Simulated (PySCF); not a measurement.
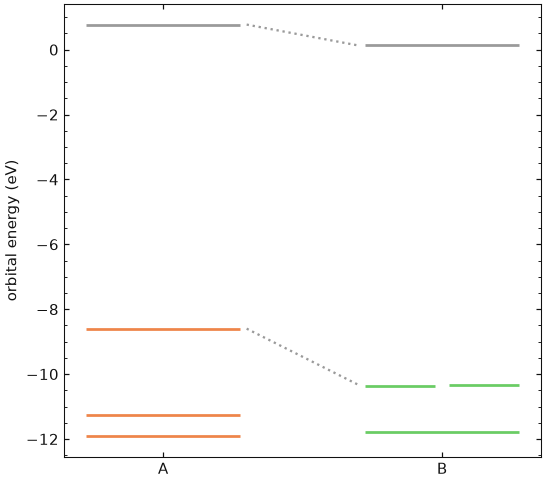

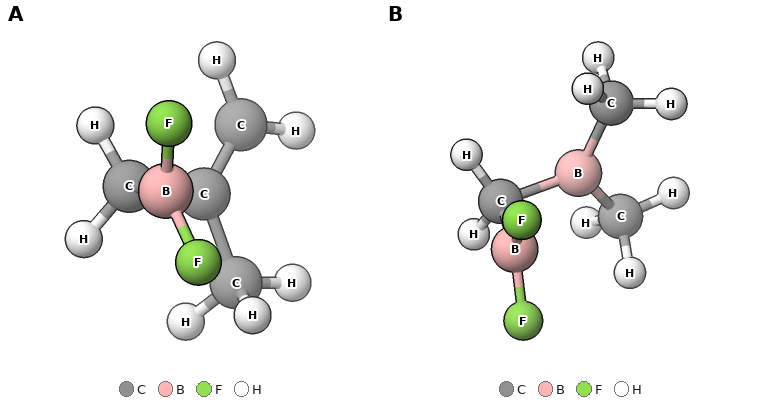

Related molecules: A is C₄H₇BF₂, SMILES C=C(C)CB(F)F; B is C₃H₈B₂F₂, SMILES CB(C)CB(F)F. Frontier orbital energies, CAM-B3LYP/def2-SVPD with PySCF 2.14.0, at a PBE0-D3(BJ)/def2-SVP geometry (no frequency check); drawn are at most three filled levels and, in grey, the LUMO with any level within 0.03 eV of it; dotted lines join the HOMOs and the LUMOs.

Q: What does the change do to the frontier levels?

A: From A to B the HOMO falls by 1.73 eV and the LUMO falls by 0.64 eV, so the separation goes from 9.37 to 10.46 eV.

Q: Does the ΔSCF ionisation energy follow the HOMO?

A: A: −ε(HOMO) 8.60, ΔSCF 9.44 eV; B: −ε(HOMO) 10.33, ΔSCF 11.12 eV.

Limits of at least one run: empty levels above zero depend strongly on the basis; one conformer of a flexible molecule.
